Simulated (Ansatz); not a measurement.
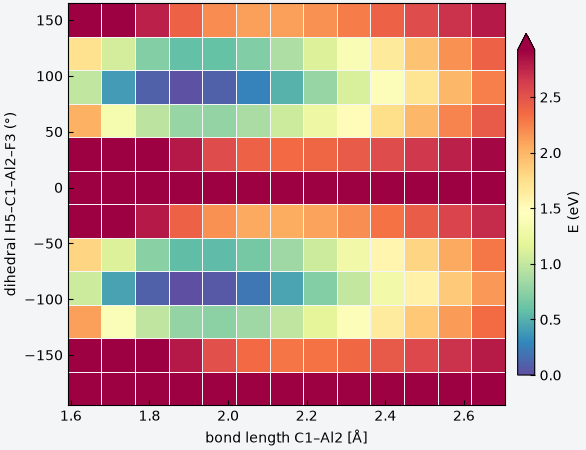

Energy landscape of CH₂AlF₂, SMILES [CH2+][Al]([F])[F], charge +1. The first coordinate is: bond length C1–Al2; the second: dihedral H5–C1–Al2–F3. Nothing is relaxed (all other coordinates rigid). The grid has 13 × 12 points. Points are written as (first, second). Energies are in eV, from the lowest grid point. Energies and slopes of some neighbouring points disagree (a jump in structure or state, or too coarse a mesh). Computed with Ansatz, RKS PBE-D4/def2-TZVP.

Drawn: one coloured cell a grid point, one colour for all values above the top of the scale. 

**What does the map say about the system?**

The lowest grid point is at (1.891 Å, −90°). Other grid points that lie below all their neighbours: (1.891 Å, 90°) (0.022 eV higher). The highest grid point, (1.635 Å, −180°), lies 7.86 eV above the lowest.

Each point was launched as `ansatz run input.yaml --threads 1 --pin off --max-ram 2560MiB --backend cpu --events-out ev --progress --plain --runs-dir out`. Time for the 156 points that were run: 7.9 min on 1 thread of Arm Neoverse V2, with other jobs on the host.
